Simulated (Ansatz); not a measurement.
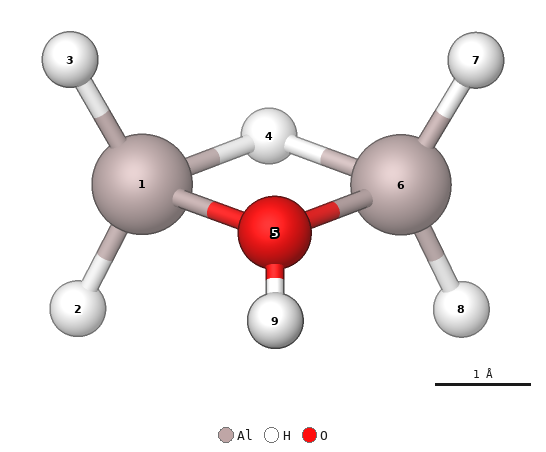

Figure 1. The starting structure (ball-and-stick view, seen at a tilt; atoms are numbered from 1 in the order of the input). Sticks mark near contacts.

## Al₂H₆O: nudged elastic band (part 1 of 2)

- system: Al₂H₆O
- method: RKS PBE-D4/6-31G* (Ansatz 0.2.0)

It belongs to a series of runs on one base structure; here: band between the two ends. Figures and captions count atoms from 1; the log counts them from 0 in places.

Input file
```yaml
crystal:
  periodic: [false, false, false]
  atoms:
    - { symbol: Al, position_ang: [0.151649, -0.276568, 0.196271] }
    - { symbol: H, position_ang: [-0.805338, 0.663616, 1.067375] }
    - { symbol: H, position_ang: [1.495073, 0.164096, -0.539714] }
    - { symbol: H, position_ang: [-0.832028, -1.171363, -0.97207] }
    - { symbol: O, position_ang: [0.313558, -1.969445, 1.039007] }
    - { symbol: Al, position_ang: [-0.833888, -2.781314, -0.2365] }
    - { symbol: H, position_ang: [-0.049602, -3.762188, -1.218025] }
    - { symbol: H, position_ang: [-2.265285, -3.046792, 0.426136] }
    - { symbol: H, position_ang: [0.054863, -2.029841, 1.97822] }
basis:
  gaussian: { orbitals: "6-31G*" }
hamiltonian:
  xc: pbe
  dispersion: d4
neb:
  order_check: false
  images: 7
  f_tol: 0.05
  max_iterations: 60
  final_atoms:
    - { symbol: Al, position_ang: [-0.04683044, -0.38127829, -0.30217223] }
    - { symbol: H, position_ang: [0.01408037, 0.1114591, 2.29654282] }
    - { symbol: H, position_ang: [1.49940529, -0.01633245, -0.48757803] }
    - { symbol: H, position_ang: [-1.20112228, 0.71427805, -0.14204182] }
    - { symbol: O, position_ang: [-0.50169633, -2.03574939, -0.35978014] }
    - { symbol: Al, position_ang: [-0.95656099, -3.68437303, -0.4625982] }
    - { symbol: H, position_ang: [-0.97661455, -4.54999659, 0.88370087] }
    - { symbol: H, position_ang: [-1.33849616, -4.27849012, -1.89886019] }
    - { symbol: H, position_ang: [0.73683709, -0.08931627, 2.21348692] }
  initial_path:
    images:
      - { positions_ang: [[0.151649, -0.276568, 0.196271], [-0.805338, 0.663616, 1.067375], [1.495073, 0.164096, -0.539714], [-0.832028, -1.171363, -0.97207], [0.313558, -1.969445, 1.039007], [-0.833888, -2.781314, -0.2365], [-0.049602, -3.762188, -1.218025], [-2.265285, -3.046792, 0.426136], [0.054863, -2.029841, 1.97822]] }
      - { positions_ang: [[0.10486799, -0.20483115, 0.15593947], [-0.61091126, 0.48945858, 1.2866402], [1.44930118, 0.13752923, -0.5922155], [-0.97135661, -0.87892943, -0.9140461], [0.25949795, -1.97048952, 0.94060224], [-0.79826391, -2.92270106, -0.21922202], [-0.01536493, -3.99227546, -1.00716537], [-2.239336, -3.08874423, 0.15150689], [0.05056758, -1.77881596, 1.93866019]] }
      - { positions_ang: [[0.05808698, -0.13309431, 0.11560795], [-0.41648453, 0.31530116, 1.5059054], [1.40352937, 0.11096247, -0.644717], [-1.11068521, -0.58649586, -0.8560222], [0.2054379, -1.97153404, 0.84219747], [-0.76263981, -3.06408812, -0.20194404], [0.01887215, -4.22236292, -0.79630574], [-2.21338699, -3.13069646, -0.12312223], [0.04627216, -1.52779093, 1.89910038]] }
      - { positions_ang: [[0.01130597, -0.06135746, 0.07527642], [-0.22205779, 0.14114374, 1.7251706], [1.35775755, 0.0843957, -0.6972185], [-1.25001382, -0.29406229, -0.7979983], [0.15137786, -1.97257856, 0.74379271], [-0.72701572, -3.20547518, -0.18466606], [0.05310922, -4.45245038, -0.58544611], [-2.18743799, -3.17264869, -0.39775134], [0.04197673, -1.27676589, 1.85954057]] }
      - { positions_ang: [[-0.03547504, 0.01037938, 0.0349449], [-0.02763106, -0.03301367, 1.9444358], [1.31198573, 0.05782894, -0.74972], [-1.38934242, -0.00162872, -0.7399744], [0.09731781, -1.97362308, 0.64538794], [-0.69139163, -3.34686224, -0.16738808], [0.08734629, -4.68253784, -0.37458648], [-2.16148899, -3.21460091, -0.67238046], [0.03768131, -1.02574085, 1.81998076]] }
      - { positions_ang: [[-0.03831389, -0.08753503, -0.04933438], [-0.0172032, 0.00310452, 2.03246256], [1.35884062, 0.03928859, -0.6841845], [-1.34228739, 0.17734797, -0.59049126], [-0.05243573, -1.98915466, 0.39409592], [-0.75768397, -3.43123994, -0.24119061], [-0.17864392, -4.64940252, -0.06001464], [-1.95574078, -3.48057322, -0.97900039], [0.21247025, -0.79163471, 1.9183573]] }
      - { positions_ang: [[-0.04115274, -0.18544945, -0.13361366], [-0.00677534, 0.03922271, 2.12048931], [1.40569551, 0.02074824, -0.61864901], [-1.29523235, 0.35632466, -0.44100811], [-0.20218926, -2.00468623, 0.1428039], [-0.82397631, -3.51561764, -0.31499314], [-0.44463413, -4.61626721, 0.2545572], [-1.74999257, -3.74654552, -1.28562032], [0.3872592, -0.55752856, 2.01673384]] }
      - { positions_ang: [[-0.04399159, -0.28336387, -0.21789295], [0.00365252, 0.07534091, 2.20851607], [1.4525504, 0.00220789, -0.55311352], [-1.24817732, 0.53530136, -0.29152497], [-0.3519428, -2.02021781, -0.10848812], [-0.89026865, -3.59999534, -0.38879567], [-0.71062434, -4.5831319, 0.56912903], [-1.54424437, -4.01251782, -1.59224026], [0.56204814, -0.32342241, 2.11511038]] }
      - { positions_ang: [[-0.04683044, -0.38127829, -0.30217223], [0.01408037, 0.1114591, 2.29654282], [1.49940529, -0.01633245, -0.48757803], [-1.20112228, 0.71427805, -0.14204182], [-0.50169633, -2.03574939, -0.35978014], [-0.95656099, -3.68437303, -0.4625982], [-0.97661455, -4.54999659, 0.88370087], [-1.33849616, -4.27849012, -1.89886019], [0.73683709, -0.08931627, 2.21348692]] }
```

Command:
```bash
ansatz run input.yaml --threads 1 --pin off --max-ram 2048MiB --backend cpu --events-out ev --progress --plain --runs-dir out
```

Log
```
Engine: ansatz 0.2.0, aarch64-unknown-linux-gnu
Functional definition: PBE
  parameter kappa = 0.804
  parameter beta = 0.06672455060314922
  exchange = pbe_x(kappa = kappa, mu = beta*pi^2/3)
  correlation = pbe_c(beta = beta)
823 factors; their error is unknown
mean field evaluation 1: about -15323.8157 eV, gradient 5.3e1 eV
mean field evaluation 2: about -15304.8085 eV, gradient 1.1e2 eV
mean field evaluation 4: about -15329.0575 eV, gradient 2.0e0 eV
mean field evaluation 8: about -15329.0474 eV, gradient 1.9e-2 eV
mean field -15329.04743663 eV, -563.3321028947 hartree, gradient 1.7e-5 eV, S^2 0.000000; 0 other end points of the search recorded, 0 dependent functions left out
the calculation of the forces begins
reference -15329.04749430 eV, -563.3321050138 hartree; 20, 20 occupied and 45, 45 virtual orbitals, 823 factors
823 factors; their error is unknown
mean field evaluation 16: about -15218.7887 eV, gradient 1.8e2 eV
mean field -15328.60190314 eV, -563.3157298407 hartree, gradient 1.6e-5 eV, S^2 0.000000; 0 other end points of the search recorded, 0 dependent functions left out
[... from here on the field's lines of each further geometry are left out, up to the last ...]
NEB iter   1: max|band force component| = 6.343e0 eV/Å  barrier→ = 2.8906 eV  barrier← = 2.4238 eV  Δτ_max = 0.2000 Å  (209 SCF iters)
NEB iter   2: max|band force component| = 3.002e0 eV/Å  barrier→ = 1.7358 eV  barrier← = 1.2690 eV  Δτ_max = 0.2000 Å  (180 SCF iters)
NEB iter   3: max|band force component| = 2.902e0 eV/Å  barrier→ = 1.6679 eV  barrier← = 1.2011 eV  Δτ_max = 0.1627 Å  (183 SCF iters)
NEB iter   4: max|band force component| = 1.436e0 eV/Å  barrier→ = 1.4712 eV  barrier← = 1.0043 eV  Δτ_max = 0.1372 Å  (176 SCF iters)
NEB iter   5: max|band force component| = 5.675e-1 eV/Å  barrier→ = 1.3740 eV  barrier← = 0.9072 eV  Δτ_max = 0.2000 Å  (170 SCF iters)
NEB iter   6: max|band force component| = 9.952e-1 eV/Å  barrier→ = 1.2895 eV  barrier← = 0.8226 eV  Δτ_max = 0.1004 Å  (174 SCF iters)
NEB iter   7: max|band force component| = 5.903e-1 eV/Å  barrier→ = 1.2439 eV  barrier← = 0.7771 eV  Δτ_max = 0.1002 Å  (169 SCF iters)
NEB iter   8: max|band force component| = 6.903e-1 eV/Å  barrier→ = 1.2343 eV  barrier← = 0.7675 eV  Δτ_max = 0.0500 Å  (171 SCF iters)
NEB iter   9: max|band force component| = 1.537e-1 eV/Å  barrier→ = 1.2159 eV  barrier← = 0.7491 eV  CI = image 3  Δτ_max = 0.0990 Å  (166 SCF iters)
NEB iter  10: max|band force component| = 5.643e-1 eV/Å  barrier→ = 1.2370 eV  barrier← = 0.7702 eV  CI = image 3  Δτ_max = 0.0500 Å  (164 SCF iters)
NEB iter  11: max|band force component| = 8.076e-1 eV/Å  barrier→ = 1.2517 eV  barrier← = 0.7849 eV  CI = image 3  Δτ_max = 0.1006 Å  (158 SCF iters)
NEB iter  12: max|band force component| = 1.228e0 eV/Å  barrier→ = 1.2993 eV  barrier← = 0.8324 eV  CI = image 3  Δτ_max = 0.2000 Å  (164 SCF iters)
NEB iter  13: max|band force component| = 1.185e0 eV/Å  barrier→ = 1.4352 eV  barrier← = 0.9683 eV  CI = image 3  Δτ_max = 0.1996 Å  (162 SCF iters)
NEB iter  14: max|band force component| = 6.733e-1 eV/Å  barrier→ = 1.5334 eV  barrier← = 1.0666 eV  CI = image 3  Δτ_max = 0.2000 Å  (170 SCF iters)
NEB iter  15: max|band force component| = 7.652e-1 eV/Å  barrier→ = 1.6065 eV  barrier← = 1.1396 eV  CI = image 3  Δτ_max = 0.0984 Å  (169 SCF iters)
NEB iter  16: max|band force component| = 5.190e-1 eV/Å  barrier→ = 1.5689 eV  barrier← = 1.1020 eV  CI = image 3  Δτ_max = 0.0505 Å  (155 SCF iters)
NEB iter  17: max|band force component| = 2.749e-1 eV/Å  barrier→ = 1.5827 eV  barrier← = 1.1159 eV  CI = image 3  Δτ_max = 0.0421 Å  (161 SCF iters)
NEB iter  18: max|band force component| = 2.259e-1 eV/Å  barrier→ = 1.5811 eV  barrier← = 1.1143 eV  CI = image 3  Δτ_max = 0.0617 Å  (158 SCF iters)
NEB iter  19: max|band force component| = 1.934e-1 eV/Å  barrier→ = 1.5784 eV  barrier← = 1.1116 eV  CI = image 3  Δτ_max = 0.0953 Å  (159 SCF iters)
NEB iter  20: max|band force component| = 2.155e-1 eV/Å  barrier→ = 1.5772 eV  barrier← = 1.1104 eV  CI = image 3  Δτ_max = 0.0479 Å  (165 SCF iters)
NEB iter  21: max|band force component| = 9.929e-2 eV/Å  barrier→ = 1.5759 eV  barrier← = 1.1091 eV  CI = image 3  Δτ_max = 0.0957 Å  (157 SCF iters)
NEB iter  22: max|band force component| = 7.656e-2 eV/Å  barrier→ = 1.5732 eV  barrier← = 1.1064 eV  CI = image 3  Δτ_max = 0.0593 Å  (165 SCF iters)
NEB iter  23: max|band force component| = 7.707e-2 eV/Å  barrier→ = 1.5715 eV  barrier← = 1.1046 eV  CI = image 3  Δτ_max = 0.0296 Å  (164 SCF iters)
NEB iter  24: max|band force component| = 4.986e-2 eV/Å  barrier→ = 1.5699 eV  barrier← = 1.1031 eV  CI = image 3  Δτ_max = 0.0296 Å  (158 SCF iters)
NEB iter  25: max|band force component| = 4.905e-2 eV/Å  barrier→ = 1.5685 eV  barrier← = 1.1017 eV  CI = image 3  Δτ_max = 0.0296 Å  (23 SCF iters)
NEB iter  26: max|band force component| = 8.230e-2 eV/Å  barrier→ = 1.5668 eV  barrier← = 1.1000 eV  CI = image 3  Δτ_max = 0.0592 Å  (23 SCF iters)
NEB iter  27: max|band force component| = 5.468e-2 eV/Å  barrier→ = 1.5629 eV  barrier← = 1.0961 eV  CI = image 3  Δτ_max = 0.0594 Å  (152 SCF iters)
NEB iter  28: max|band force component| = 7.361e-2 eV/Å  barrier→ = 1.5580 eV  barrier← = 1.0912 eV  CI = image 3  Δτ_max = 0.0296 Å  (158 SCF iters)
NEB iter  29: max|band force component| = 6.495e-2 eV/Å  barrier→ = 1.5553 eV  barrier← = 1.0885 eV  CI = image 3  Δτ_max = 0.0297 Å  (158 SCF iters)
NEB iter  30: max|band force component| = 7.023e-2 eV/Å  barrier→ = 1.5523 eV  barrier← = 1.0855 eV  CI = image 3  Δτ_max = 0.0296 Å  (161 SCF iters)
NEB iter  31: max|band force component| = 7.979e-2 eV/Å  barrier→ = 1.5491 eV  barrier← = 1.0823 eV  CI = image 3  Δτ_max = 0.0297 Å  (161 SCF iters)
NEB iter  32: max|band force component| = 9.112e-2 eV/Å  barrier→ = 1.5457 eV  barrier← = 1.0789 eV  CI = image 3  Δτ_max = 0.0296 Å  (163 SCF iters)
NEB iter  33: max|band force component| = 1.035e-1 eV/Å  barrier→ = 1.5421 eV  barrier← = 1.0753 eV  CI = image 3  Δτ_max = 0.0296 Å  (158 SCF iters)
NEB iter  34: max|band force component| = 1.171e-1 eV/Å  barrier→ = 1.5383 eV  barrier← = 1.0715 eV  CI = image 3  Δτ_max = 0.0296 Å  (162 SCF iters)
NEB iter  35: max|band force component| = 1.305e-1 eV/Å  barrier→ = 1.5344 eV  barrier← = 1.0676 eV  CI = image 3  Δτ_max = 0.0592 Å  (155 SCF iters)
NEB iter  36: max|band force component| = 1.567e-1 eV/Å  barrier→ = 1.5262 eV  barrier← = 1.0594 eV  CI = image 3  Δτ_max = 0.1182 Å  (157 SCF iters)
NEB iter  37: max|band force component| = 1.985e-1 eV/Å  barrier→ = 1.5095 eV  barrier← = 1.0426 eV  CI = image 3  Δτ_max = 0.1183 Å  (163 SCF iters)
NEB iter  38: max|band force component| = 2.515e-1 eV/Å  barrier→ = 1.4933 eV  barrier← = 1.0265 eV  CI = image 3  Δτ_max = 0.0593 Å  (163 SCF iters)
NEB iter  39: max|band force component| = 2.529e-1 eV/Å  barrier→ = 1.4860 eV  barrier← = 1.0192 eV  CI = image 3  Δτ_max = 0.1184 Å  (163 SCF iters)
NEB iter  40: max|band force component| = 2.109e-1 eV/Å  barrier→ = 1.4731 eV  barrier← = 1.0062 eV  CI = image 3  Δτ_max = 0.1198 Å  (168 SCF iters)
NEB iter  41: max|band force component| = 4.283e-1 eV/Å  barrier→ = 1.4621 eV  barrier← = 0.9953 eV  CI = image 3  Δτ_max = 0.0600 Å  (172 SCF iters)
NEB iter  42: max|band force component| = 2.396e-1 eV/Å  barrier→ = 1.4570 eV  barrier← = 0.9902 eV  CI = image 3  Δτ_max = 0.0593 Å  (166 SCF iters)
NEB iter  43: max|band force component| = 2.625e-1 eV/Å  barrier→ = 1.4528 eV  barrier← = 0.9860 eV  CI = image 3  Δτ_max = 0.0594 Å  (164 SCF iters)
NEB iter  44: max|band force component| = 2.539e-1 eV/Å  barrier→ = 1.4491 eV  barrier← = 0.9823 eV  CI = image 3  Δτ_max = 0.1184 Å  (163 SCF iters)
NEB iter  45: max|band force component| = 3.039e-1 eV/Å  barrier→ = 1.4454 eV  barrier← = 0.9786 eV  CI = image 3  Δτ_max = 0.0594 Å  (164 SCF iters)
NEB iter  46: max|band force component| = 3.598e-1 eV/Å  barrier→ = 1.4432 eV  barrier← = 0.9763 eV  CI = image 3  Δτ_max = 0.1185 Å  (164 SCF iters)
```
